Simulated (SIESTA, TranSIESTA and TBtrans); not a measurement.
System: Ir chain bridged by a linear C4 unit along the axis. Leads: straight Ir chain, spacing 2.3 Å. Geometry: 6 atoms about the centre moved by SIESTA (PBE, DZP) to a largest force of 0.02 eV/Å, all others as built, motion along the axis alone. Transport runs along z; the first 6 and the last 6 of the 24 atoms are the lead cells, repeated to infinity.

```xyz
24
Lattice="9.000 0.000 0.000 0.000 9.000 0.000 0.000 0.000 51.110" Properties=species:S:1:pos:R:3 pbc="F F T"
Ir     4.500     4.500     0.000
Ir     4.500     4.500     2.300
Ir     4.500     4.500     4.600
Ir     4.500     4.500     6.900
Ir     4.500     4.500     9.200
Ir     4.500     4.500    11.500
Ir     4.500     4.500    13.800
Ir     4.500     4.500    16.100
Ir     4.500     4.500    18.400
Ir     4.500     4.500    20.656
C      4.500     4.500    22.465
C      4.500     4.500    23.757
C      4.500     4.500    25.058
C      4.500     4.500    26.350
Ir     4.500     4.500    28.157
Ir     4.500     4.500    30.410
Ir     4.500     4.500    32.710
Ir     4.500     4.500    35.010
Ir     4.500     4.500    37.310
Ir     4.500     4.500    39.610
Ir     4.500     4.500    41.910
Ir     4.500     4.500    44.210
Ir     4.500     4.500    46.510
Ir     4.500     4.500    48.810
```
Starting moments (μB): atom 7 +1, atom 8 +1, atom 9 +1, atom 10 +1, atom 15 +1, atom 16 +1, atom 17 +1, atom 18 +1; lead atoms +1 (left) and +1 (right).

Computed with TranSIESTA and TBtrans, PBE, DZP numerical orbitals (energy shift 0.15 eV), PseudoDojo norm-conserving scalar-relativistic potentials, mesh cutoff 200 Ry, 300 K, spin-polarised (collinear), no spin-orbit coupling; self-consistent non-equilibrium Green functions.

Energies count from the leads' Fermi level. Transmissions are for each spin. The energy step is 0.01 eV; narrower resonances are cut or missed.

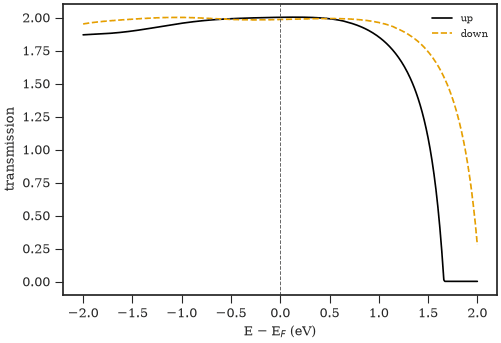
Fig. 1. Transmission against energy

| E (eV) | T up | T down | lead channels up | down |
|---|---|---|---|---|
| -2.00 | 1.87 | 1.95 | 4 | 3 |
| -1.80 | 1.88 | 1.97 | 4 | 4 |
| -1.60 | 1.89 | 1.98 | 6 | 4 |
| -1.40 | 1.91 | 1.99 | 6 | 4 |
| -1.20 | 1.93 | 2.00 | 6 | 4 |
| -1.00 | 1.96 | 2.00 | 6 | 6 |
| -0.80 | 1.98 | 2.00 | 6 | 6 |
| -0.60 | 1.99 | 1.99 | 6 | 6 |
| -0.40 | 1.99 | 1.98 | band edge | 6 |
| -0.20 | 2.00 | 1.98 | 4 | 6 |
| 0.00 | 2.00 | 1.99 | 4 | 6 |
| 0.20 | 2.00 | 1.99 | 4 | 6 |
| 0.40 | 2.00 | 1.99 | 4 | 4 |
| 0.60 | 1.98 | 1.99 | 4 | 4 |
| 0.80 | 1.94 | 1.98 | 3 | 4 |
| 1.00 | 1.85 | 1.96 | 3 | 4 |
| 1.20 | 1.70 | 1.91 | 3 | 3 |
| 1.40 | 1.38 | 1.82 | 3 | 3 |
| 1.60 | 0.56 | 1.64 | 3 | 3 |
| 1.80 | 0.0012 | 1.26 | 1 | 3 |
| 2.00 | 0.0012 | 0.28 | 1 | 3 |

The magnetic order of the leads was set by the start, and no other order was tried; the separate lead runs end at 0.77 (left) and 0.77 (right) μB an atom. The straight chain is held at its spacing; free chains may zigzag or dimerise. Spin-orbit coupling, left out here, matters for the heavy atoms.
